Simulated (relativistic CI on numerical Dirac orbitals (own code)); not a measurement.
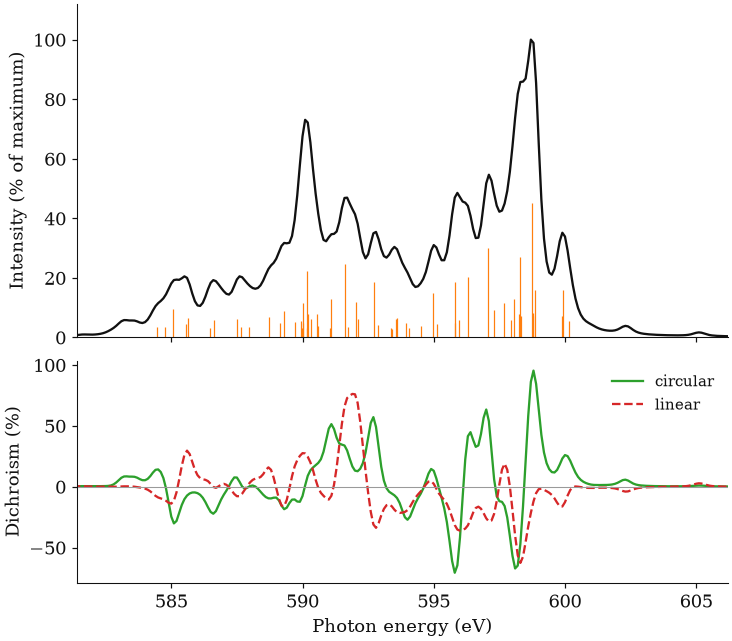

Computed core-level spectrum (absorption) of an ion of charge +5 in a field of D4h symmetry with 10Dq = 23,100, Ds = 2,410, Dt = −720 cm⁻¹. Sticks are the strongest transitions, on a scale of their own. Multiplet model: relativistic Dirac–Coulomb–Breit theory, one configuration a step, Slater integrals scaled by 0.9, 300 K, Voigt broadening (Lorentzian 0.4 eV, Gaussian 0.3 eV full widths), computed with a radial Dirac CI code. Dichroism is for the ground state at zero temperature, magnetised by an exchange field of 10 meV on Sz (linear: z less the mean of x and y).

Question: Identify the element and the shell or line.

Answer: L₂,₃ X-ray absorption of Cr⁵⁺ (chromium, Z = 24), initial configuration [Ar] 3d. The main maxima lie at 585.5 eV (21), 586.6 eV (19), 587.6 eV (21), 590.1 eV (73), 591.7 eV (47), 592.8 eV (35), 593.5 eV (30), 595.0 eV (31), 595.9 eV (49), 597.1 eV (55), 598.7 eV (100) and 599.9 eV (35), heights in % of the largest; the centroid is at 593.7 eV. The ground state has S = 0.50. The circular dichroism (Δm = −1 less Δm = +1) is largest at 598.8 eV, 95 % of the isotropic maximum. The magnetised ground state has ⟨Lz⟩ = 1.00 and ⟨Sz⟩ = −0.50.

Note: free-ion energies, so absolute edge positions are off by a few eV from solids.
